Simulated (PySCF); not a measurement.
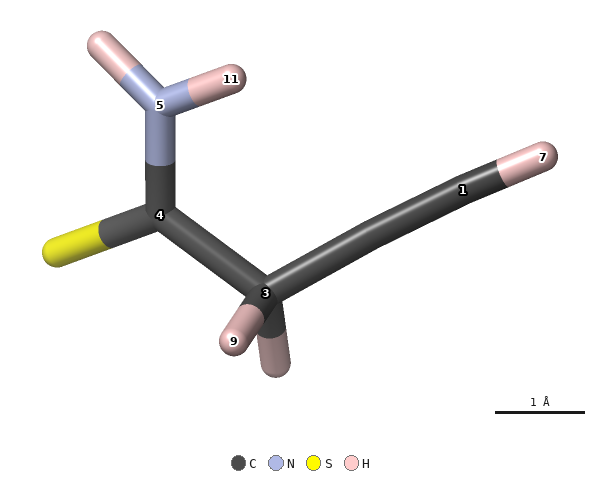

**Figure 1.** The input geometry (stick view, seen at a tilt; atoms are numbered from 1 in the order of the input).

**Run report: C4H5NS, NMR shielding calculation**

- system: C4H5NS, SMILES C#CCC(N)=S
- method: GIAO PBE0/pcSseg-1 NMR shielding, non-relativistic, gas phase (PySCF 2.14.0)

The geometry comes from this level: GFN2-xTB, MD frame at 1000 fs, 200 K. It belongs to a series of runs on one base structure; here: MD frame at 1000 fs, 200 K. Figures and captions count atoms from 1; the log counts them from 0 in places.

**The program's output**
```
coarse grid: 10136 points
cycle   1  E = -607.7599143973  dE =  1.072e+00  |g| = 4.708e-01  |ddm| = 3.422e+00
cycle   2  E = -607.6831714125  dE =  7.674e-02  |g| = 7.283e-01  |ddm| = 1.602e+00
cycle   3  E = -607.8152234500  dE = -1.321e-01  |g| = 1.874e-01  |ddm| = 1.091e+00
cycle   4  E = -607.8236896749  dE = -8.466e-03  |g| = 5.065e-02  |ddm| = 2.349e-01
cycle   5  E = -607.8241461724  dE = -4.565e-04  |g| = 2.588e-02  |ddm| = 5.053e-02
cycle   6  E = -607.8243009677  dE = -1.548e-04  |g| = 5.383e-03  |ddm| = 2.470e-02
cycle   7  E = -607.8243076408  dE = -6.673e-06  |g| = 2.330e-03  |ddm| = 7.476e-03
final grid: 94432 points
cycle   8  E = -607.8613536692  dE = -1.223e-05  |g| = 1.076e-02  |ddm| = 3.798e-02
cycle   9  E = -607.8612903421  dE =  6.333e-05  |g| = 1.884e-02  |ddm| = 3.036e-02
cycle  10  E = -607.8613807472  dE = -9.041e-05  |g| = 1.678e-03  |ddm| = 2.242e-02
cycle  11  E = -607.8613814628  dE = -7.156e-07  |g| = 5.001e-04  |ddm| = 2.368e-03
cycle  12  E = -607.8613815153  dE = -5.253e-08  |g| = 1.979e-04  |ddm| = 5.220e-04
cycle  13  E = -607.8613815242  dE = -8.884e-09  |g| = 6.232e-05  |ddm| = 1.832e-04
cycle  14  E = -607.8613815250  dE = -8.099e-10  |g| = 1.992e-05  |ddm| = 5.715e-05
```

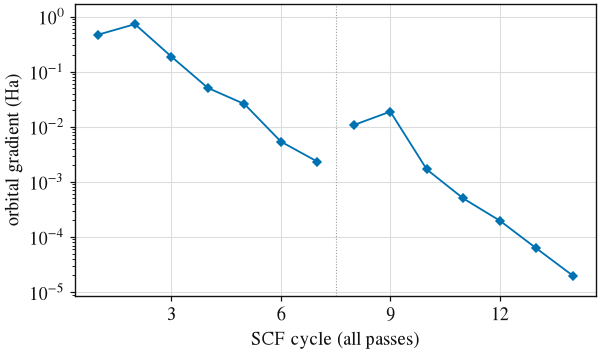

**Figure 2.** Convergence of the self-consistent field: orbital gradient against the SCF cycle. The dotted line marks the change from a coarse to the final integration grid. The first 7 cycles use a coarse grid, the final grid takes over at cycle 8, and the field converges after 14 cycles in all.

```
converged SCF energy = -607.8613815250

GIAO shielding tensors (ppm)
atom      isotropic    diamagn.    paramagn.     s11        s22        s33       span
  0 C      105.400     254.525    -149.125     33.895     43.497    238.808    204.913
  1 C      105.861     261.564    -155.703      8.811     10.309    298.464    289.654
  2 C      152.349     249.109     -96.760    124.193    145.738    187.116     62.923
  3 C      -20.933     252.883    -273.817   -177.759    -12.896    127.855    305.614
  4 N      121.201     323.262    -202.061    -13.298    155.250    221.650    234.948
  5 S      131.485    1055.824    -924.339   -275.488     67.730    602.214    877.702
  6 H       31.307      35.773      -4.466     26.243     26.539     41.138     14.895
  7 H       27.653      26.495       1.158     22.079     28.928     31.951      9.872
  8 H       28.388      27.334       1.054     24.359     28.823     31.981      7.622
  9 H       25.810      32.688      -6.878     22.112     23.206     32.111      9.999
 10 H       26.428      36.199      -9.771     20.919     26.588     31.777     10.858
```

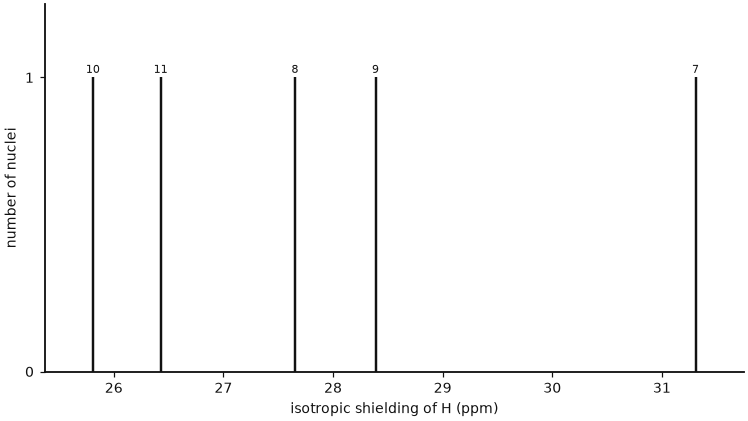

**Figure 3.** Isotropic shieldings of the hydrogen nuclei in this fixed geometry, labelled by atom number; shielding grows to the right, so chemical shift grows to the left. The least shielded is H10 (25.8 ppm), the most shielded H7 (31.3 ppm).

The run was set up as follows.

**Input**
```
{"job": {"kind": "nmr", "xc": "PBE0", "basis": "pcSseg-1", "pop": false}, "charge": 0, "multiplicity": 1}
C      2.393000    -0.280900    -0.264600
C      1.360600    -0.880300    -0.267300
C      0.195800    -1.640700    -0.230000
C     -1.104800    -0.862300    -0.250700
N     -1.065100     0.403600     0.269900
S     -2.447200    -1.433400    -0.923300
H      3.286200     0.171500    -0.274300
H      0.176300    -2.459700    -0.968400
H      0.109000    -2.156100     0.711800
H     -1.833500     1.002200     0.112700
H     -0.210000     0.779200     0.462300
```

The first line tells a small driver script what to run in PySCF; the rest is the geometry in Å.

Launched with:
```bash
OMP_NUM_THREADS=1 python <driver script> task.json out
```

**Results in brief**

```csv
quantity,value
outcome,converged
total energy,−607.861382 hartree
HOMO,−6.28 eV
LUMO,−0.99 eV
dipole moment,3.66 D
"isotropic shielding, C",−20.9 to 152.3 ppm
"isotropic shielding, N",121.2 ppm
"isotropic shielding, S",131.5 ppm
"isotropic shielding, H",25.8 to 31.3 ppm
hardware,"1 CPU thread, shared host"
wall time,10 s
peak memory,0.65 GiB
```
